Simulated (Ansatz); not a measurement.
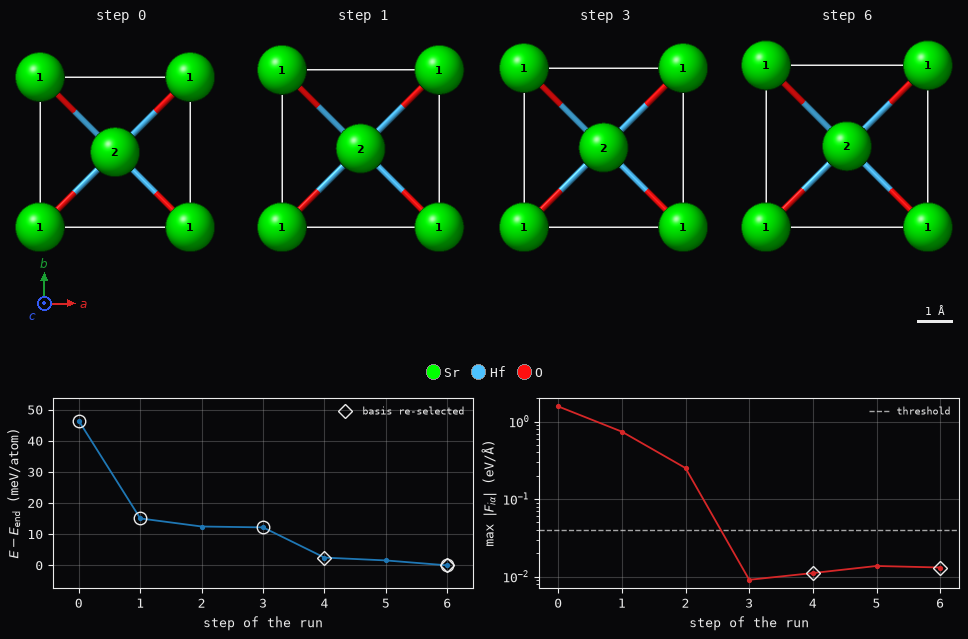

Frames of a relaxation of crystalline Sr$_{2}$HfO$_{2}$ (a generated structure, set up in P4/mmm) (coarse preliminary run), marked on the history of the run. A ball-and-stick model of the cell of the calculation, seen along the c axis.

Theory: Ansatz, DFT PBE, scalar-relativistic, plane waves, PAW. (plane-wave cutoff 420 eV; k-point mesh 4 × 4 × 4; occupations gaussian; smearing width 0.1 eV; no spin polarisation; cell and atoms relaxed; force threshold 0.04 eV/Å; at most 70 steps)

Question: Describe the path.

Answer: Over 4 accepted moves (6 points after the start) the energy falls by 46.4 meV per atom. Largest force component: 1.6 eV/Å at the start, 0.013 eV/Å at the end. Pressure: 4.13 GPa at the start and 0.16 GPa at the end. The SCF was repeated twice at an unchanged geometry on a basis and grid sized afresh for the cell, which shifted the energy by 9.7 meV per atom at most. The largest moves relative to the cell, 0.017 Å, are those of O atoms. Hf and Sr stay in place. The volume changes by +17.0 %, with a = b 4.369 → 4.710 Å (+7.8 %), c 6.088 → 6.128 Å (+0.7 %). Among the contacts that change: Sr–Sr 3.089 → 3.331 Å, Hf–O 3.163 → 3.403 Å, O–O 1.356 → 1.399 Å, Hf–Sr 3.044 → 3.064 Å. The space group stays P4/mmm (No. 123). From step 0 to 1: volume +11.5 %, energy −31.3 meV per atom. From step 1 to 3: O atoms move most (0.02 Å), volume +1.6 %, energy −2.9 meV per atom. From step 3 to 6: volume +3.3 %, energy −12.2 meV per atom.

```tsv
step	E − E(0), meV/atom	largest force component, eV/Å	pressure, GPa	volume, Å³/atom	note
0	0.00	1.5667	4.13	23.237	
1	-31.35	0.7397	0.41	25.914	
2	-33.95	0.2509	0.06	26.306	
3	-34.23	0.0091	-0.01	26.333	
4	-43.94	0.0111	0.49	26.333	same geometry, new basis
5	-44.85	0.0137	0.13	27.192	
6	-46.43	0.0131	0.16	27.192	same geometry, new basis
```
